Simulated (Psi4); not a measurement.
## InH₃Br (charge −1): energy and gradient calculation

InH₃Br, charge −1, SMILES [H][In-]([H])([H])[Br], computed with SVWN5/def2-TZVP, RKS, core potentials def2 (Psi4 1.11).

The geometry comes from this level: GFN2-xTB.

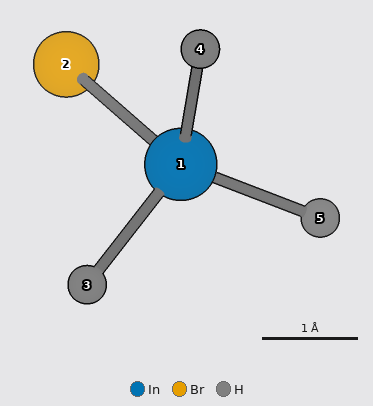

Fig. 1: The structure as given in the input (ball-and-stick view, seen at a tilt; atoms are numbered from 1 in the order of the input). Sticks mark near contacts. Bond lengths as drawn: Br–In 2.48 Å and H–In 1.69 to 1.70 Å.

### Summary

- outcome: converged
- total energy: −2762.288553 hartree
- basis functions: 116
- largest force: 1.142 eV/Å
- HOMO: −1.39 eV
- LUMO: 3.43 eV
- hardware: 1 thread of Intel Xeon (Sapphire Rapids), 192 GiB of memory available, shared host
- wall time: 41 s
- peak memory: 0.7 GiB

### Input (brh3in.inp)
```
memory 1600 mb

molecule m {
  -1 1
  In    -0.003440     0.003110    -0.210310
  Br     0.011530    -0.020870     2.267730
  H      1.620190     0.006360    -0.694100
  H     -0.822210     1.416160    -0.666940
  H     -0.806080    -1.404750    -0.696370
  symmetry c1
  no_reorient
  no_com
}

set basis def2-TZVP
set puream true
set e_convergence 1e-09
set d_convergence 1e-08
set scf_type pk
set dft_radial_points 99
set dft_spherical_points 590

gradient('scf', dft_functional={"name": "SVWN5", "x_functionals": {"LDA_X": {}}, "c_functionals": {"LDA_C_VWN": {}}})
```

Launch command:
```bash
psi4 -n 1 brh3in.inp brh3in.out
```

### What the program printed
```
Psi4 1.11 release

gradient() will perform analytic gradient computation.

   => Loading Basis Set <=

    Name: DEF2-TZVP
    Role: ORBITAL
    Keyword: BASIS

    !!!  WARNING: ECP capability is in beta. Please check occupations closely.  !!!

         ---------------------------------------------------------
                                   SCF
                              RKS Reference
                        1 Threads,   1525 MiB Core
         ---------------------------------------------------------

  ==> Geometry <==

    Molecular point group: c1
    Full point group: C1

    Geometry (in Angstrom), charge = -1, multiplicity = 1:

       Center              X                  Y                   Z               Mass
    ------------   -----------------  -----------------  -----------------  -----------------
         IN          -0.003440000000     0.003110000000    -0.210310000000   114.903878776000
         BR           0.011530000000    -0.020870000000     2.267730000000    78.918337600000
         H            1.620190000000     0.006360000000    -0.694100000000     1.007825032230
         H           -0.822210000000     1.416160000000    -0.666940000000     1.007825032230
         H           -0.806080000000    -1.404750000000    -0.696370000000     1.007825032230

  Running in c1 symmetry.

  Rotational constants: A =      2.10907  B =      0.04049  C =      0.04048 [cm^-1]
  Rotational constants: A =  63228.20335  B =   1213.78442  C =   1213.63042 [MHz]
  Nuclear repulsion =  193.671024764462544

  Charge       = -1
  Multiplicity = 1
  Electrons    = 60
  Nalpha       = 30
  Nbeta        = 30

  ==> Algorithm <==

  SCF Algorithm Type is PK.
  DIIS enabled.
  MOM disabled.
  Fractional occupation disabled.
  Guess Type is SAD.
  Energy threshold   = 1.00e-09
  Density threshold  = 1.00e-08
  Integral threshold = 1.00e-12

  ==> Primary Basis <==

  Basis Set: DEF2-TZVP
    Blend: DEF2-TZVP
    Number of shells: 44
    Number of basis functions: 116
    Number of Cartesian functions: 132
    Spherical Harmonics?: true
    Max angular momentum: 3

  Core potential: DEF2-TZVP
    Number of shells: 4
    Number of ECP primitives: 18
    Number of ECP core electrons: 28
    Max angular momentum: 3

  ==> DFT Potential <==

   => LibXC <=

    Version 7.1.2

   => Composite Functional: SVWN5 <=

    Slater exchange
    Vosko, Wilk & Nusair (VWN5)

    Deriv               =              1
    GGA                 =          FALSE
    Meta                =          FALSE

    Exchange Hybrid     =          FALSE
    MP2 Hybrid          =          FALSE

   => Exchange Functionals <=

    1.0000         XC_LDA_X

   => Correlation Functionals <=

    1.0000     XC_LDA_C_VWN

   => LibXC Density Thresholds  <==

    XC_LDA_C_VWN:  1.00E-15
    XC_LDA_X:  1.00E-15

   => Molecular Quadrature <=

    Radial Scheme          =       TREUTLER
    Pruning Scheme         =           NONE
    Nuclear Scheme         =       TREUTLER

    Blocking Scheme        =         OCTREE
    BS radius alpha        =              1
    Pruning alpha          =              1
    Radial Points          =             99
    Spherical Points       =            590
    Total Points           =         279566
    Total Blocks           =           2123
    Max Points             =            256
    Max Functions          =            116
    Weights Tolerance      =       1.00E-15

  ==> Integral Setup <==

  Using in-core PK algorithm.
   Calculation information:
      Number of atoms:                   5
      Number of AO shells:              44
      Number of primitives:             86
      Number of atomic orbitals:       132
      Number of basis functions:       116

      Integral cutoff                 1.00e-12
      Number of threads:                 1

  Performing in-core PK
  Using 46056582 doubles for integral storage.
  We computed 431203 shell quartets total.
  Whereas there are 490545 unique shell quartets.

  ==> DiskJK: Disk-Based J/K Matrices <==

    J tasked:                  Yes
    K tasked:                   No
    wK tasked:                  No
    Memory [MiB]:             1029
    Schwarz Cutoff:          1E-12

  Cached 50.0% of DFT collocation blocks in 0.088 [GiB].

  Minimum eigenvalue in the overlap matrix is 2.7354196456E-03.
  Reciprocal condition number of the overlap matrix is 5.8688001990E-04.
    Using symmetric orthogonalization.

  ==> Pre-Iterations <==

  SCF Guess: Superposition of Atomic Densities via on-the-fly atomic UHF (no occupation information).

   -------------------------
    Irrep   Nso     Nmo
   -------------------------
     A        116     116
   -------------------------
    Total     116     116
   -------------------------

  ==> Iterations <==

                        Total Energy        Delta E     RMS |[F,P]|

   @RKS iter SAD: -2759.98490561657218   -2.75998e+03   0.00000e+00
   @RKS iter   1: -2761.59394223136542   -1.60904e+00   1.52567e-02 ADIIS/DIIS
   @RKS iter   2: -2761.00040726903308    5.93535e-01   1.99441e-02 ADIIS/DIIS
   @RKS iter   3: -2762.27111086460673   -1.27070e+00   1.95916e-03 ADIIS/DIIS
   @RKS iter   4: -2762.28488937567727   -1.37785e-02   8.26736e-04 ADIIS/DIIS
   @RKS iter   5: -2762.28833231723092   -3.44294e-03   1.72471e-04 ADIIS/DIIS
   @RKS iter   6: -2762.28853969169495   -2.07374e-04   3.82450e-05 DIIS
   @RKS iter   7: -2762.28855249776143   -1.28061e-05   1.03562e-05 DIIS
   @RKS iter   8: -2762.28855306923333   -5.71472e-07   2.44530e-06 DIIS
   @RKS iter   9: -2762.28855311138113   -4.21478e-08   4.53595e-07 DIIS
   @RKS iter  10: -2762.28855311285815   -1.47702e-09   5.53776e-08 DIIS
   @RKS iter  11: -2762.28855311289726   -3.91083e-11   7.21543e-09 DIIS
  Energy and wave function converged.

  ==> Post-Iterations <==

   Electrons on quadrature grid:
      Ntotal   =   59.9999989662 ; deviation = -1.034e-06

    Orbital Energies [Eh]
    ---------------------

    Doubly Occupied:

       1A   -479.989835     2A    -61.521041     3A    -55.495369
       4A    -55.493720     5A    -55.493720     6A     -8.167108
       7A     -6.060824     8A     -6.055982     9A     -6.055981
      10A     -4.264253    11A     -2.709126    12A     -2.705117
      13A     -2.705090    14A     -2.285439    15A     -2.284071
      16A     -2.284070    17A     -2.280450    18A     -2.280448
      19A     -0.519055    20A     -0.487994    21A     -0.487822
      22A     -0.479702    23A     -0.479661    24A     -0.467882
      25A     -0.220063    26A     -0.096198    27A     -0.091310
      28A     -0.090997    29A     -0.051641    30A     -0.051171

    Virtual:

      31A      0.126229    32A      0.167641    33A      0.167840
      34A      0.197147    35A      0.221713    36A      0.222293
      37A      0.225189    38A      0.255866    39A      0.305630
      40A      0.305921    41A      0.333906    42A      0.382165
      43A      0.382275    44A      0.409882    45A      0.410130
      46A      0.463038    47A      0.465247    48A      0.465696
      49A      0.475158    50A      0.525073    51A      0.525610
      52A      0.570045    53A      0.620136    54A      0.620575
      55A      0.668701    56A      0.669266    57A      0.723574
      58A      0.779023    59A      0.887241    60A      0.888603
      61A      0.928835    62A      1.019056    63A      1.019721
      64A      1.040849    65A      1.066944    66A      1.079423
      67A      1.079719    68A      1.207143    69A      1.208918
      70A      1.245550    71A      1.480256    72A      1.480396
      73A      1.521466    74A      1.521629    75A      1.541867
      76A      1.654209    77A      1.655153    78A      1.658563
      79A      1.658876    80A      1.731462    81A      1.731543
      82A      1.756768    83A      1.783245    84A      1.786178
      85A      1.831891    86A      1.861238    87A      1.862771
      88A      1.926025    89A      1.926825    90A      1.945914
      91A      1.966315    92A      2.335455    93A      2.372595
      94A      2.376167    95A      2.390040    96A      2.392025
      97A      2.401702    98A      2.408586    99A      2.453133
     100A      2.453336   101A      2.481571   102A      2.855103
     103A      2.936570   104A      2.940223   105A      3.363790
     106A      4.069954   107A      4.070215   108A      4.145765
     109A      4.145912   110A      4.199517   111A      7.508296
     112A     37.825450   113A     38.884271   114A     38.908818
     115A     38.909911   116A    125.389488

    Final Occupation by Irrep:
              A
    DOCC [    30 ]
    NA   [    30 ]
    NB   [    30 ]

  @RKS Final Energy: -2762.28855311289726

   => Energetics <=

    Nuclear Repulsion Energy =            193.6710247644625440
    One-Electron Energy =               -4317.2650898354704623
    Two-Electron Energy =                1466.6813448556611092
    DFT Exchange-Correlation Energy =    -105.3758328975504241
    Empirical Dispersion Energy =           0.0000000000000000
    VV10 Nonlocal Energy =                  0.0000000000000000
    Total Energy =                      -2762.2885531128972616

Computation Completed

Properties will be evaluated at   0.000000,   0.000000,   0.000000 [a0]

Properties computed using the SCF density matrix

 Multipole Moments:

 ------------------------------------------------------------------------------------
     Multipole            Electronic (a.u.)      Nuclear  (a.u.)        Total (a.u.)
 ------------------------------------------------------------------------------------

 L = 1.  Multiply by 2.5417464519 to convert [e a0] to [Debye]
 Dipole X            :         -0.6201355            0.6107784           -0.0093571
 Dipole Y            :          1.2344987           -1.2233520            0.0111467
 Dipole Z            :       -138.9911726          137.7546662           -1.2365065
 Magnitude           :                                                    1.2365921

 ------------------------------------------------------------------------------------

	total time  =         14 seconds =       0.23 minutes

         ------------------------------------------------------------
                                   SCF GRAD
         ------------------------------------------------------------

  ==> Geometry <==

    Molecular point group: c1
    Full point group: C1

    Geometry (in Angstrom), charge = -1, multiplicity = 1:

       Center              X                  Y                   Z               Mass
    ------------   -----------------  -----------------  -----------------  -----------------
         IN          -0.003440000000     0.003110000000    -0.210310000000   114.903878776000
         BR           0.011530000000    -0.020870000000     2.267730000000    78.918337600000
         H            1.620190000000     0.006360000000    -0.694100000000     1.007825032230
         H           -0.822210000000     1.416160000000    -0.666940000000     1.007825032230
         H           -0.806080000000    -1.404750000000    -0.696370000000     1.007825032230

  Nuclear repulsion =  193.671024764462544

  ==> Basis Set <==

  Basis Set: DEF2-TZVP
    Blend: DEF2-TZVP
    Number of shells: 44
    Number of basis functions: 116
    Number of Cartesian functions: 132
    Spherical Harmonics?: true
    Max angular momentum: 3

  Core potential: DEF2-TZVP
    Number of shells: 4
    Number of ECP primitives: 18
    Number of ECP core electrons: 28
    Max angular momentum: 3

  ==> DirectJKGrad: Integral-Direct SCF Gradients <==

    Gradient:                    1
    J tasked:                  Yes
    K tasked:                   No
    wK tasked:                  No
    Integrals threads:           1
    Schwarz Cutoff:          1E-12

  ==> DFT Potential <==

   => LibXC <=

    Version 7.1.2

   => Composite Functional: SVWN5 <=

    Slater exchange
    Vosko, Wilk & Nusair (VWN5)

    Deriv               =              1
    GGA                 =          FALSE
    Meta                =          FALSE

    Exchange Hybrid     =          FALSE
    MP2 Hybrid          =          FALSE

   => Exchange Functionals <=

    1.0000         XC_LDA_X

   => Correlation Functionals <=

    1.0000     XC_LDA_C_VWN

   => LibXC Density Thresholds  <==

    XC_LDA_C_VWN:  1.00E-15
    XC_LDA_X:  1.00E-15

   => Molecular Quadrature <=

    Radial Scheme          =       TREUTLER
    Pruning Scheme         =           NONE
    Nuclear Scheme         =       TREUTLER

    Blocking Scheme        =         OCTREE
    BS radius alpha        =              1
    Pruning alpha          =              1
    Radial Points          =             99
    Spherical Points       =            590
    Total Points           =         279566
    Total Blocks           =           2123
    Max Points             =            256
    Max Functions          =            116
    Weights Tolerance      =       1.00E-15

  -Total Gradient:
     Atom            X                  Y                   Z
    ------   -----------------  -----------------  -----------------
       1       -0.000076478408    -0.000824771653     0.013025535762
       2       -0.000092480760     0.000212879750    -0.022206461686
       3       -0.014314004223    -0.000229190631     0.003135774404
       4        0.006941960707    -0.011897631955     0.002783924581
       5        0.007542130951     0.012738586519     0.003264936504

	total time  =         25 seconds =       0.42 minutes

    Psi4 run time: 0:00:38.70
```

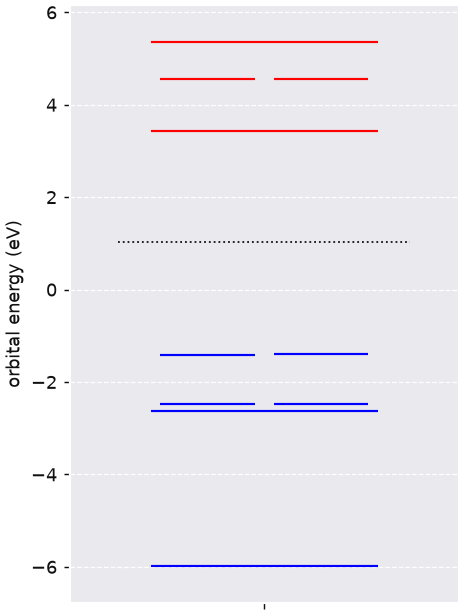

Fig. 2: Orbital energies near the frontier; the dotted line parts filled from empty levels, and levels within 0.02 eV of each other stand side by side. Highest filled −1.39 eV, lowest empty 3.43 eV, 4.82 eV apart.
